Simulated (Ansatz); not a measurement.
# Run report: AlNH$_{3}$F$_{3}$, phonon calculation

System: AlNH$_{3}$F$_{3}$.
Method: RKS PBE0-D4/def2-SVP (Ansatz 0.2.0).

It belongs to a series of runs on one base structure; here: vibrations at the highest image of the band. Figures and captions count atoms from 1; the log counts them from 0 in places.

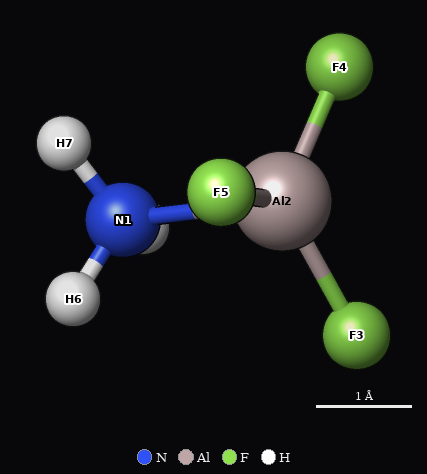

Fig. 1: The input geometry (ball-and-stick view, seen at a tilt; atoms are numbered from 1 in the order of the input). Sticks mark near contacts. Bond lengths as drawn: Al–F 1.67 Å, Al–N 2.00 Å and H–N 1.02 Å.

Results in brief

- outcome: converged
- total energy: −16271.8108 eV
- mean-field energy: −16271.7083 eV
- largest force (length of the vector): 0.007 eV/Å
- hardware: 1 thread of Arm Neoverse N1, 24 GiB of memory available, shared host
- wall time: 2.9 min
- peak memory: 0.27 GiB

The input
```yaml
crystal:
  periodic: [false, false, false]
  atoms:
    - { symbol: "N", position_ang: [-0.831905, -0.151009, 0.458604] }
    - { symbol: Al, position_ang: [0.904314, 0.144604, -0.498233] }
    - { symbol: F, position_ang: [1.98091, -0.100245, 0.750654] }
    - { symbol: F, position_ang: [0.809084, -1.049197, -1.657967] }
    - { symbol: F, position_ang: [0.694209, 1.715589, -1.015178] }
    - { symbol: H, position_ang: [-0.954144, 0.514918, 1.223651] }
    - { symbol: H, position_ang: [-1.626465, -0.041271, -0.174226] }
    - { symbol: H, position_ang: [-0.883802, -1.090388, 0.856894] }
basis:
  gaussian: { orbitals: def2-SVP }
hamiltonian:
  xc: pbe0
  dispersion: d4
phonons: {}
```

Launch command:
```bash
ansatz run input.yaml --threads 1 --pin off --max-ram 2048MiB --backend cpu --events-out ev --progress --plain --runs-dir out
```

Output
```
Engine: ansatz 0.2.0, aarch64-unknown-linux-gnu
Functional definition: PBE0
  parameter a = 0.25
  parameter kappa = 0.804
  parameter beta = 0.06672455060314922
  exchange = (1 - a)*pbe_x(kappa = kappa, mu = beta*pi^2/3) + a*exact_x
  correlation = pbe_c(beta = beta)
890 factors; integrals over basis functions are off by at most 3.3e-4 eV
mean field evaluation 1: about -16264.4067 eV, gradient 6.7e1 eV
mean field evaluation 2: about -16259.1224 eV, gradient 9.0e1 eV
mean field evaluation 4: about -16271.6784 eV, gradient 2.0e0 eV
mean field evaluation 8: about -16271.7082 eV, gradient 2.5e-2 eV
mean field -16271.70823961 eV, -597.9742484456 hartree, gradient 3.4e-5 eV, S^2 0.000000; 0 other end points of the search recorded, 0 dependent functions left out
the calculation of the forces begins
reference -16271.70826968 eV, -597.9742495507 hartree; 25, 25 occupied and 64, 64 virtual orbitals, 890 factors
these checks for a lower state are left out or cut short: stability, starts, cluster_reference, orbital_swaps, neighbouring_geometries, increment
890 factors; integrals over basis functions are off by at most 3.3e-4 eV
mean field evaluation 16: about -16271.7080 eV, gradient 1.4e-1 eV
mean field -16271.70807870 eV, -597.9742425322 hartree, gradient 1.0e-6 eV, S^2 0.000000; 0 other end points of the search recorded, 0 dependent functions left out
[... from here on the field's lines of each further geometry are left out, up to the last ...]
the calculation of the forces begins
reference -16271.70824070 eV, -597.9742484857 hartree; 25, 25 occupied and 64, 64 virtual orbitals, 890 factors
these checks for a lower state are left out or cut short: stability, starts, cluster_reference, orbital_swaps, neighbouring_geometries, increment
890 factors; integrals over basis functions are off by at most 3.3e-4 eV
mean field -16271.70820116 eV, -597.9742470327 hartree, gradient 2.1e-6 eV, S^2 0.000000; 0 other end points of the search recorded, 0 dependent functions left out
the calculation of the forces begins
reference -16271.70823123 eV, -597.9742481377 hartree; 25, 25 occupied and 64, 64 virtual orbitals, 890 factors
WARN: phonons: modes at or below zero, which the zero-point energy, F, S and C_V leave out: 1, the lowest at -122.28 cm⁻¹. A minimum has none, and a first-order saddle one
Total energy: -16271.81079687 eV, -597.9780173554 hartree
Atom 0 at    -0.831905    -0.151009     0.458604 Å, force    -0.005012     0.000903    -0.000829 eV/Å
Atom 1 at     0.904314     0.144604    -0.498233 Å, force    -0.006455     0.000901    -0.000691 eV/Å
Atom 2 at     1.980910    -0.100245     0.750654 Å, force     0.001580    -0.001241     0.000512 eV/Å
Atom 3 at     0.809084    -1.049197    -1.657967 Å, force     0.003200    -0.000563    -0.000654 eV/Å
Atom 4 at     0.694209     1.715589    -1.015178 Å, force     0.001440    -0.000889     0.000388 eV/Å
Atom 5 at    -0.954144     0.514918     1.223651 Å, force     0.001299     0.000902     0.001424 eV/Å
Atom 6 at    -1.626465    -0.041271    -0.174226 Å, force     0.000623    -0.000150    -0.000100 eV/Å
Atom 7 at    -0.883802    -1.090388     0.856894 Å, force     0.003326     0.000137    -0.000050 eV/Å
Dipole moment:    -1.166292    -0.198840     0.643403 e Å
Vibrations: -122.28 135.19 135.30 239.19 239.31 287.39 497.93 674.61 674.73 693.44 934.43 934.96 1260.88 1617.32 1617.60 3494.52 3617.21 3617.82 cm⁻¹, zero-point energy 1.281492 eV
```

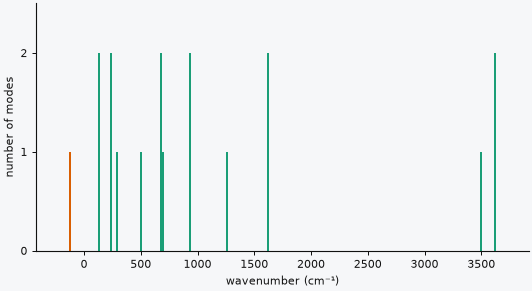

Fig. 2: Harmonic vibrational wavenumbers from the force constants; neighbouring modes closer than 17 cm⁻¹ are counted in one stick, and imaginary ones are drawn at negative wavenumbers. 18 modes from 122i to 3618 cm⁻¹, 1 imaginary beyond 8i (122i cm⁻¹): a first-order saddle point, if the geometry is stationary.
